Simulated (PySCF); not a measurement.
C4H2F3GeN (SMILES N#C[C]1([GeH2][F])C(F)=C1F)

```xyz
11

N     0.5899    2.7771   -0.8886
C     0.4749    1.7054   -0.5035
C     0.2792    0.3712   -0.0409
Ge   -1.5617   -0.3735   -0.3072
F    -1.2549   -2.0637   -0.0048
C     1.1357   -0.1288    1.1215
F     1.2784   -0.0392    2.4185
C     1.4762   -0.5825   -0.0347
F     2.2363   -1.2981   -0.8191
H    -2.0789   -0.3428   -1.7174
H    -2.5697   -0.0223    0.7503
```

Geometry: GFN2-xTB.

Level of theory: PySCF, B3LYP/def2-SVPD, SCF density, gas phase.

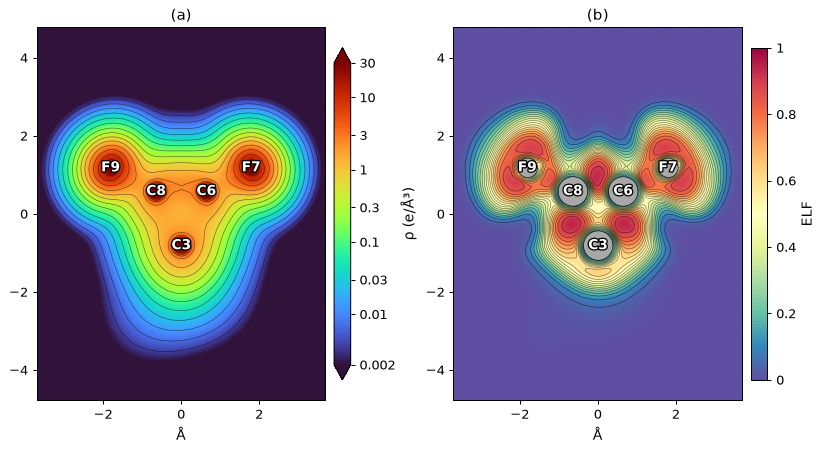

Figure 1. (a) electron density; (b) electron localisation function on the plane of atoms C6, C3 and C8. Grey discs cover the atomic cores in the ELF map.

What do the fields say about this system?

- The plane passes through C and F nuclei.
- C–C (1.29 Å): the density is about 2.3 e/Å³ at the midpoint; the ELF peaks at about 0.80 between the atoms (a short, multiple covalent bond).
- C–F (1.31 Å): ρ at the midpoint is about 2.5 e/Å³; the ELF peaks at about 0.85 between the atoms (a shared but strongly polarised pair).
- The ELF also peaks beside F9 and F7, away from the bonds: lone-pair regions.

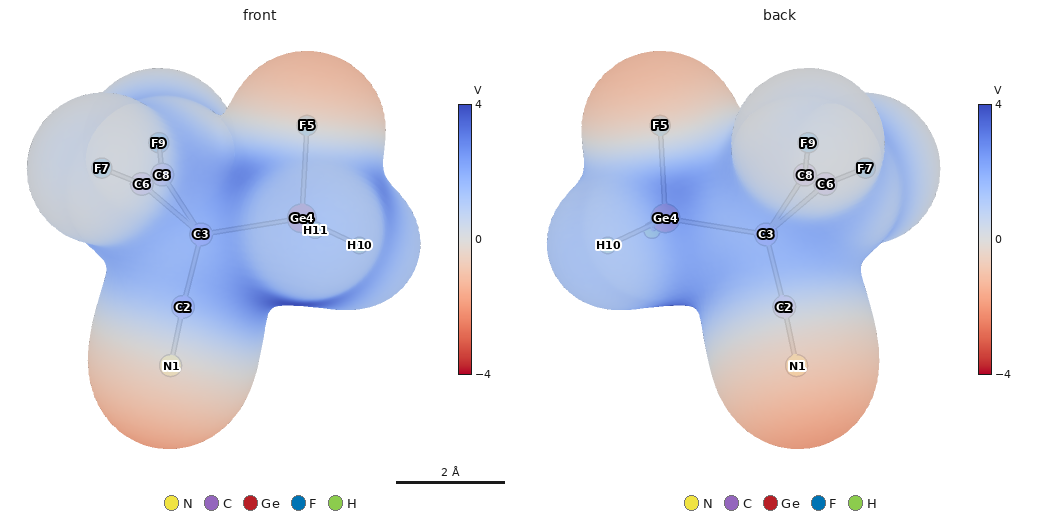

Figure 2. The electrostatic potential painted on the density surface at 0.004 e/bohr³, seen from the front and from behind; the colour scale runs from red (negative) to blue (positive).

Where is the surface potential most negative and most positive?

The most negative region (about −1.7 V) lies over N1, the most positive (about +3.6 V) over Ge4. N1 is the likeliest acceptor of a hydrogen bond.

How polar is the molecule by this calculation?

Its dipole moment is 1.53 D.
